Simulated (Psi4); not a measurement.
# UHF/STO-3G run of [C2H2F2]+ (SMILES [CH2+][C](F)F)

Aim: the vertical ionisation energy of [C2H2F2]+ at UHF/STO-3G, from 2 runs. 

Program for the calculation: Psi4 1.11.

2 further runs of the same task are left out: 2 set aside as unsound or not needed.

## Step 1: Starting point

[C2H2F2]+ has 6 atoms, charge +1, and is taken as a doublet. SMILES: `[CH2+][C](F)F`. Geometry: relaxed at GFN2-xTB. This is one conformer, not always the lowest.

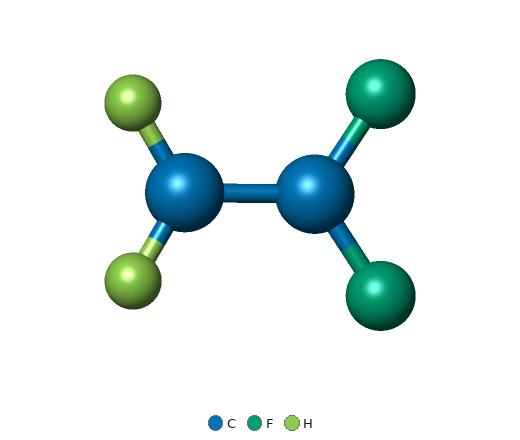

The structure, seen from a chosen angle (carbon blue, fluorine teal, hydrogen green).

## Step 2: Energy and forces at UHF/STO-3G

Contents of c2h2f2.xyz:

```xyz
6
C2H2F2
C     -0.311240     0.627880    -0.251470
C      0.269710    -0.543000     0.216990
F     -0.401710    -1.524620     0.680470
F      1.529160    -0.747770     0.228470
H      0.308060     1.437100    -0.637380
H     -1.393960     0.750410    -0.237080
```

Contents of run.py:

```python
import psi4

psi4.set_memory('1600 MB')
psi4.set_num_threads(1)
psi4.core.set_output_file('psi4.out', False)

with open('c2h2f2.xyz') as f:
    atoms = ''.join(f.readlines()[2:])
geom = psi4.geometry('1 2\n' + atoms + 'symmetry c1')

psi4.set_options({
    'basis': 'STO-3G',
    'reference': 'uhf',
    'puream': True,
    'e_convergence': 1e-09,
    'd_convergence': 1e-08,
    'scf_type': 'pk',
    'maxiter': 200,
})

e_tot, wfn = psi4.gradient('hf', return_wfn=True)
print('gradient / Eh bohr^-1')
print(e_tot.np.round(6))
print(f'energy = {wfn.energy():.10f} Eh')
for k, v in sorted(psi4.core.scalar_variables().items()):
    print(f'{k:45s} {v:18.10f}')
```

On the command line:

```
$ python run.py
```

psi4.out (excerpt; [...] marks lines left out):

```text
[...]
  Running in c1 symmetry.
[...]
  Nuclear repulsion =  118.497686943311933
[...]
  Multiplicity = 2
[...]
  Nalpha       = 16
  Nbeta        = 15
[...]
    Number of basis functions: 22
[...]
   @UHF iter   1:  -271.58844266115477   -1.54420e+00   2.12392e-02 DIIS/ADIIS
[...]
   @UHF iter  15:  -271.74138568187124   -1.70530e-13   2.19572e-09 DIIS
[...]
   @S^2 Observed:                7.597146202E-01
[...]
    Orbital Energies [Eh]
    ---------------------
    Alpha Occupied:
       1A    -26.439633     2A    -26.439349     3A    -11.661562
       4A    -11.427549     5A     -1.989359     6A     -1.911308
       7A     -1.368011     8A     -1.117346     9A     -1.027832
      10A     -1.011116    11A     -1.003446    12A     -0.875936
      13A     -0.864691    14A     -0.853838    15A     -0.837352
      16A     -0.697666
    Alpha Virtual:
      17A     -0.102057    18A      0.230671    19A      0.244253
      20A      0.356780    21A      0.494443    22A      0.541494
[...]
  @UHF Final Energy:  -271.74138568187124
   => Energetics <=
    Nuclear Repulsion Energy =            118.4976869433119333
    One-Electron Energy =                -602.4376697222112398
    Two-Electron Energy =                 212.1985970970280562
    Total Energy =                       -271.7413856818712929
  UHF NO Occupations:
  HONO-2 :   14  A 1.9983713
  HONO-1 :   15  A 1.9979624
[...]
 Multipole Moments:
 ------------------------------------------------------------------------------------
     Multipole            Electronic (a.u.)      Nuclear  (a.u.)        Total (a.u.)
 ------------------------------------------------------------------------------------
 L = 1.  Multiply by 2.5417464519 to convert [e a0] to [Debye]
 Dipole X            :          1.5569405           -2.0779374           -0.5209969
 Dipole Y            :         -3.1358530            4.1870476            1.0511945
 Dipole Z            :          1.2537910           -1.6742951           -0.4205041
 Magnitude           :                                                    1.2463031
[...]
  -Total Gradient:
     Atom            X                  Y                   Z
    ------   -----------------  -----------------  -----------------
       1        0.030305256921    -0.060550569921     0.024160987292
       2       -0.016113508606     0.033045066198    -0.013251768835
       3        0.024803078184     0.026423190793    -0.012878794248
       4       -0.038865450016     0.001088444726     0.001915235186
       5       -0.004354960497    -0.001691861893     0.001011914541
       6        0.004225584016     0.001685730097    -0.000957573936
[...]
```

On the terminal:

```text
Memory set to   1.490 GiB by Python driver.
  Threads set to 1 by Python driver.
gradient / Eh bohr^-1
[[ 0.030305 -0.060551  0.024161]
 [-0.016114  0.033045 -0.013252]
 [ 0.024803  0.026423 -0.012879]
 [-0.038865  0.001088  0.001915]
 [-0.004355 -0.001692  0.001012]
 [ 0.004226  0.001686 -0.000958]]
energy = -271.7413856819 Eh
CURRENT ENERGY                                   -271.7413856819
CURRENT REFERENCE ENERGY                         -271.7413856819
DD SOLVATION ENERGY                                 0.0000000000
HF KINETIC ENERGY                                 267.1332542050
HF POTENTIAL ENERGY                              -538.8746398868
HF TOTAL ENERGY                                  -271.7413856819
HF VIRIAL RATIO                                     2.0172503101
NUCLEAR REPULSION ENERGY                          118.4976869433
ONE-ELECTRON ENERGY                              -602.4376697222
PCM POLARIZATION ENERGY                             0.0000000000
PE ENERGY                                           0.0000000000
SCF ITERATION ENERGY                             -271.7413856819
SCF ITERATIONS                                     15.0000000000
SCF TOTAL ENERGY                                 -271.7413856819
TWO-ELECTRON ENERGY                               212.1985970970
```

It took 2.3 s on 1 thread of Intel Xeon Platinum 8488C (Sapphire Rapids), shared host; peak memory 0.18 GiB.

## Step 3: Singlet [C2H2F2]2+: a single-point energy at HF/STO-3G

Contents of calc.py:

```python
import psi4

psi4.set_memory('1600 MB')
psi4.set_num_threads(1)
psi4.set_output_file('run.log', False)

mol = psi4.geometry("""
2 1
C
C 1 1.388495
F 2 1.2764 1 123.43163
F 2 1.27604 3 113.11067 1 179.98849
H 1 1.089631 2 120.52734 4 0.00216
H 1 1.089726 5 119.06983 2 179.93391
units angstrom
symmetry c1
""")

options = {'reference': 'rhf', 'puream': True, 'e_convergence': 1e-09, 'd_convergence': 1e-08, 'scf_type': 'pk'}
psi4.set_options(options)

energy_value, wavefunction = psi4.energy("scf/STO-3G", return_wfn=True)
psi4.oeprop(wavefunction, "DIPOLE", "LOWDIN_CHARGES", "MULLIKEN_CHARGES")
print(f'total energy {energy_value:.8f} hartree = {energy_value * 27.211386:.5f} eV')
```

On the command line:

```
$ python calc.py
```

run.log (excerpt; [...] marks lines left out):

```text
[...]
  Running in c1 symmetry.
[...]
  Nuclear repulsion =  118.497660641717800
[...]
  Multiplicity = 1
[...]
  Nalpha       = 15
  Nbeta        = 15
[...]
    Number of basis functions: 22
[...]
   @RHF iter   1:  -270.80588860495169   -7.61652e-01   2.83282e-02 ADIIS/DIIS
[...]
   @RHF iter  12:  -271.07893093138108   -2.84217e-13   4.58355e-09 DIIS
[...]
    Orbital Energies [Eh]
    ---------------------
    Doubly Occupied:
       1A    -26.809834     2A    -26.809548     3A    -12.024310
       4A    -11.919947     5A     -2.296675     6A     -2.217685
       7A     -1.706389     8A     -1.426580     9A     -1.349157
      10A     -1.345975    11A     -1.283274    12A     -1.224730
      13A     -1.167050    14A     -1.165083    15A     -1.125219
[...]
  @RHF Final Energy:  -271.07893093138108
   => Energetics <=
    Nuclear Repulsion Energy =            118.4976606417178004
    One-Electron Energy =                -591.4102737900916509
    Two-Electron Energy =                 201.8336822169927700
    Total Energy =                       -271.0789309313810804
[...]
 Multipole Moments:
 ------------------------------------------------------------------------------------
     Multipole            Electronic (a.u.)      Nuclear  (a.u.)        Total (a.u.)
 ------------------------------------------------------------------------------------
 L = 1.  Multiply by 2.5417464519 to convert [e a0] to [Debye]
 Dipole X            :          0.0008093           -0.0008083            0.0000010
 Dipole Y            :          0.0010236           -0.0006193            0.0004043
 Dipole Z            :          1.9161751           -4.9651245           -3.0489494
 Magnitude           :                                                    3.0489494
[...]
  Mulliken Charges: (a.u.)
   Center  Symbol    Alpha    Beta     Spin     Total
       1     C     2.85624  2.85624  0.00000  0.28751
       2     C     2.67280  2.67280  0.00000  0.65441
       3     F     4.41520  4.41520  0.00000  0.16959
       4     F     4.41517  4.41517  0.00000  0.16966
       5     H     0.32026  0.32026  0.00000  0.35948
       6     H     0.32033  0.32033  0.00000  0.35934
   Total alpha = 15.00000, Total beta = 15.00000, Total charge =  2.00000
  Lowdin Charges: (a.u.)
   Center  Symbol    Alpha    Beta     Spin     Total
[...]
```

Standard output:

```text
Memory set to   1.490 GiB by Python driver.
  Threads set to 1 by Python driver.
total energy -271.07893093 hartree = -7376.43343 eV
```

It took 2.7 s on 1 thread of Intel Xeon Platinum 8488C (Sapphire Rapids), shared host; peak memory 0.18 GiB.

## Step 4: Outcome

Level: UHF/STO-3G.

```
                                             quantity          value
                      doublet [C2H2F2]+: total energy  -271.74139 Eh
doublet [C2H2F2]+: HOMO energy (highest over α and β)      -18.98 eV
 doublet [C2H2F2]+: LUMO energy (lowest over α and β)       -6.05 eV
                              doublet [C2H2F2]+: ⟨S²⟩          0.760
          doublet [C2H2F2]+: largest force on an atom     3.697 eV/Å
                     singlet [C2H2F2]2+: total energy  -271.07893 Eh
                      singlet [C2H2F2]2+: HOMO energy      -30.62 eV
                      singlet [C2H2F2]2+: LUMO energy      -17.17 eV
                    singlet [C2H2F2]2+: HOMO–LUMO gap       13.45 eV
 vertical ionisation energy (to the singlet dication)      18.026 eV
```

Removing an electron at fixed nuclei costs 18.03 eV (1739 kJ/mol). The largest force (doublet [C2H2F2]+) is 3.70 eV/Å: the shape isn't a stationary point for this species at this level. Only the singlet of the ionised species was computed; a triplet could lie lower. In a minimal basis such a difference can be off by several eV, whatever the method.
